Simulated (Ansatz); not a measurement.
Frequency calculation of GaN$_{2}$H$_{7}$O

- system: GaN$_{2}$H$_{7}$O
- method: RKS revPBE-D4/def2-SVP (Ansatz 0.2.0)

It belongs to a series of runs on one base structure; here: vibrations at the highest image of the band. Figures and captions count atoms from 1; the log counts them from 0 in places.

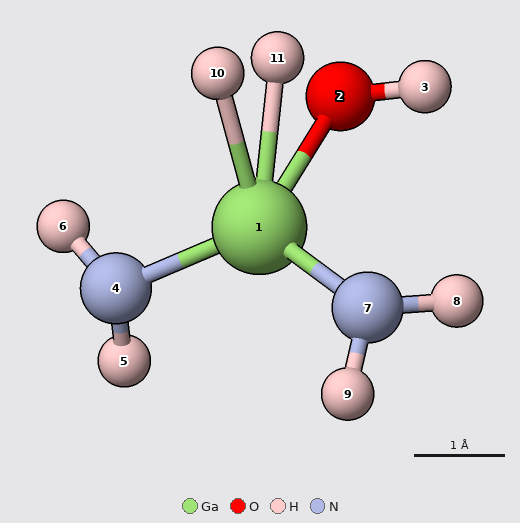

**Figure 1.** The structure (ball-and-stick view, seen at a tilt; atoms are numbered from 1 in the order of the input). Sticks mark near contacts. Bond lengths as drawn: Ga–H 1.91 to 1.92 Å, Ga–N 1.85 Å, Ga–O 2.02 Å, H–N 1.02 to 1.03 Å and H–O 0.98 Å.

Input file
```yaml
crystal:
  periodic: [false, false, false]
  atoms:
    - { symbol: Ga, position_ang: [-0.011857, 0.334255, -0.173503] }
    - { symbol: O, position_ang: [0.02078, 0.086035, 1.832558] }
    - { symbol: H, position_ang: [-0.867555, -0.069316, 2.212782] }
    - { symbol: "N", position_ang: [1.569259, 0.144232, -1.119849] }
    - { symbol: H, position_ang: [1.751278, -0.807065, -1.46072] }
    - { symbol: H, position_ang: [2.400169, 0.455804, -0.60449] }
    - { symbol: "N", position_ang: [-1.709222, 0.065339, -0.850396] }
    - { symbol: H, position_ang: [-2.389307, -0.447431, -0.282576] }
    - { symbol: H, position_ang: [-1.781962, -0.239418, -1.825234] }
    - { symbol: H, position_ang: [0.170038, 2.027792, 0.706311] }
    - { symbol: H, position_ang: [0.087477, 1.312372, 1.460016] }
basis:
  gaussian: { orbitals: def2-SVP }
hamiltonian:
  xc: revpbe
  dispersion: d4
phonons: {}
```

Machine: 4 threads of Arm Neoverse V2, 24 GiB of memory available, shared host.

Launched with:
```bash
ansatz run input.yaml --threads 4 --pin off --max-ram 5120MiB --backend cpu --events-out ev --progress --plain --runs-dir out
```

The program's output
```
Engine: ansatz 0.2.0, aarch64-unknown-linux-gnu
Functional definition: revPBE
  parameter kappa = 1.245
  parameter beta = 0.06672455060314922
  exchange = pbe_x(kappa = kappa, mu = beta*pi^2/3)
  correlation = pbe_c(beta = beta)
1248 factors; their error is unknown
mean field evaluation 1: about -57483.1123 eV, gradient 1.0e2 eV
mean field evaluation 2: about -57405.8170 eV, gradient 2.0e2 eV
mean field evaluation 4: about -57502.8512 eV, gradient 1.0e1 eV
mean field evaluation 8: about -57503.1089 eV, gradient 1.4e-1 eV
mean field evaluation 16: about -57503.0467 eV, gradient 3.3e-4 eV
mean field -57503.04667367 eV, -2113.1979882922 hartree, gradient 1.8e-5 eV, S^2 0.000000; 0 other end points of the search recorded, 0 dependent functions left out
the calculation of the forces begins
reference -57503.04672655 eV, -2113.1979902358 hartree; 30, 30 occupied and 79, 79 virtual orbitals, 1248 factors
these checks for a lower state are left out or cut short: stability, starts, cluster_reference, orbital_swaps, neighbouring_geometries, increment
1248 factors; their error is unknown
mean field -57503.04662869 eV, -2113.1979866396 hartree, gradient 2.8e-6 eV, S^2 0.000000; 0 other end points of the search recorded, 0 dependent functions left out
[... from here on the field's lines of each further geometry are left out, up to the last ...]
the calculation of the forces begins
reference -57503.04665948 eV, -2113.1979877711 hartree; 30, 30 occupied and 79, 79 virtual orbitals, 1248 factors
these checks for a lower state are left out or cut short: stability, starts, cluster_reference, orbital_swaps, neighbouring_geometries, increment
1248 factors; their error is unknown
mean field -57503.04670959 eV, -2113.1979896125 hartree, gradient 1.6e-6 eV, S^2 0.000000; 0 other end points of the search recorded, 0 dependent functions left out
the calculation of the forces begins
reference -57503.04676248 eV, -2113.1979915563 hartree; 30, 30 occupied and 79, 79 virtual orbitals, 1248 factors
WARN: phonons: modes at or below zero, which the zero-point energy, F, S and C_V leave out: 1, the lowest at -1090.26 cm⁻¹. A minimum has none, and a first-order saddle one
Total energy: -57503.62105429 eV, -2113.2190963907 hartree
Atom 0 at    -0.011857     0.334255    -0.173503 Å, force    -0.004788    -0.000899    -0.001647 eV/Å
Atom 1 at     0.020780     0.086035     1.832558 Å, force     0.001036     0.007248    -0.001222 eV/Å
Atom 2 at    -0.867555    -0.069316     2.212782 Å, force     0.001088    -0.003216    -0.000501 eV/Å
Atom 3 at     1.569259     0.144232    -1.119849 Å, force    -0.008640     0.001244     0.009903 eV/Å
Atom 4 at     1.751278    -0.807065    -1.460720 Å, force     0.002660     0.001288    -0.000981 eV/Å
Atom 5 at     2.400169     0.455804    -0.604490 Å, force     0.002746    -0.003048    -0.003703 eV/Å
Atom 6 at    -1.709222     0.065339    -0.850396 Å, force     0.019766    -0.005591     0.006468 eV/Å
Atom 7 at    -2.389307    -0.447431    -0.282576 Å, force    -0.003157     0.001617    -0.007232 eV/Å
Atom 8 at    -1.781962    -0.239418    -1.825234 Å, force    -0.009076     0.003646     0.002042 eV/Å
Atom 9 at     0.170038     2.027792     0.706311 Å, force    -0.000310    -0.000708     0.001041 eV/Å
Atom 10 at     0.087477     1.312372     1.460016 Å, force    -0.001324    -0.001582    -0.004168 eV/Å
Dipole moment:    -0.221644    -0.436698     0.080670 e Å
Vibrations: -1090.26 137.45 139.46 164.64 196.49 211.59 296.23 329.68 451.62 521.51 544.22 635.22 673.66 695.24 776.31 797.42 821.32 1360.21 1486.03 1497.39 1656.43 1700.03 3441.62 3471.93 3539.54 3574.68 3676.88 cm⁻¹, zero-point energy 2.033143 eV
```

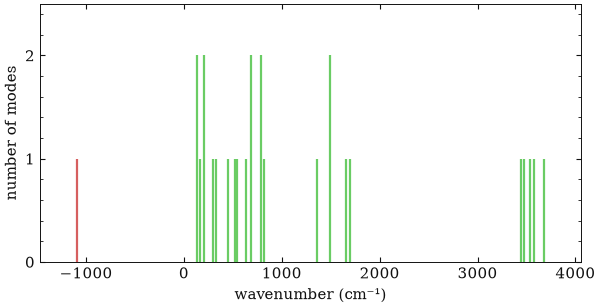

**Figure 2.** Harmonic vibrational wavenumbers from the force constants; neighbouring modes closer than 22 cm⁻¹ are counted in one stick, and imaginary ones are drawn at negative wavenumbers. 27 modes from 1090i to 3677 cm⁻¹, 1 imaginary beyond 8i (1090i cm⁻¹): a first-order saddle point, if the geometry is stationary.

Summary

```csv
quantity,value
outcome,converged
total energy,−57503.6211 eV
mean-field energy,−57503.0467 eV
largest force (length of the vector),0.022 eV/Å
wall time,48 s (CPU time 2.7 min)
peak memory,0.15 GiB
```
